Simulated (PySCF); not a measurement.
**CH₆Ge₂O: geometry, electronic excitations**

Aim: predict the electronic excitations of CH₆Ge₂O (`O=[C]([GeH3])[GeH3]`).

The runs use PySCF 2.14.0, with density-fitted response routines of our own; the level of theory stands in each step. All values are computed, except where a source is named. Atoms count from 0, in the outputs and in this text.

## 1. The molecule as given

10 atoms, charge 0, multiplicity 1; geometry from: GFN2-xTB. The atoms were then displaced at random by about 0.01 Å, so the start is not that level's minimum.

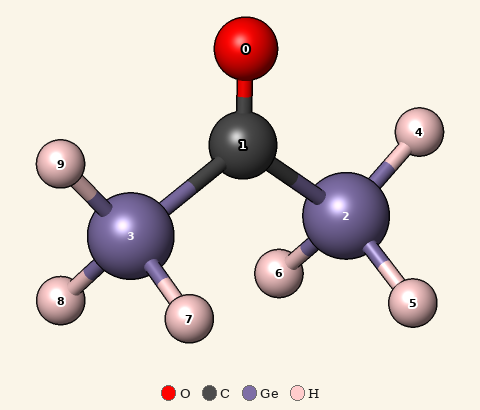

As it starts; oxygen red, carbon dark grey, germanium purple, hydrogen pink, atoms numbered.

## 2. Geometry optimisation at PBE0-D3(BJ)/def2-SVP

What the job is given:

```
{"job": {"xc": "PBE0", "basis": "def2-SVP", "d3": "d3bj", "grid": 1, "shake": 0.01, "kind": "geom"}, "charge": 0, "multiplicity": 1}
O      0.091300     2.022780     0.001340
C      0.022420     0.839470    -0.004690
Ge    -1.741190    -0.094430    -0.282310
Ge     1.743050    -0.207290     0.267830
H     -2.826760     0.891040    -0.464080
H     -1.656070    -0.991370    -1.468490
H     -2.010780    -0.981270     0.896050
H      2.027010    -1.033360    -0.944010
H      1.547060    -1.170320     1.424480
H      2.854390     0.703840     0.552840
```

Run with:

```bash
> OMP_NUM_THREADS=1 python probes_run.py task.json out
```

One launch serves the whole session: the jobs run in the order shown.

**Question.** This job is followed by: TDDFT PBE0/def2-TZVPD, vertical, gas phase, core orbitals frozen in the response. Predict these results of the whole session: rotational constants (main isotopes); lowest singlet (PBE0/def2-TZVPD); brightest single state of those computed; lowest triplet.

**Answer**, as computed:

```
                                quantity                        value
    rotational constants (main isotopes)         5.56, 1.03, 0.89 GHz
        lowest singlet (PBE0/def2-TZVPD)  2.71 eV (458 nm), f = 0.000
brightest single state of those computed  state 4, 5.59 eV, f = 0.350
                          lowest triplet                      2.06 eV
```

What this shows: The start of the PBE0/def2-SVP relaxation was shaken at random by about 0.01 Å, so part of the energy gained, and of the first lengths quoted, undoes that. Relaxing lowered the energy by 0.173 eV in 4 steps; the close pair that moved most is Ge3–H9, from 1.465 to 1.534 Å. No frequency check was run at this level, so the end point may be a saddle. The first singlet state (HOMO→LUMO 0.99) lies at 2.71 eV and is dark; of the 10 states computed, the strongest absorption comes from state 4 at 5.59 eV. The lowest triplet lies 0.65 eV below the lowest singlet (triplets in Tamm-Dancoff, singlets in full TDDFT).
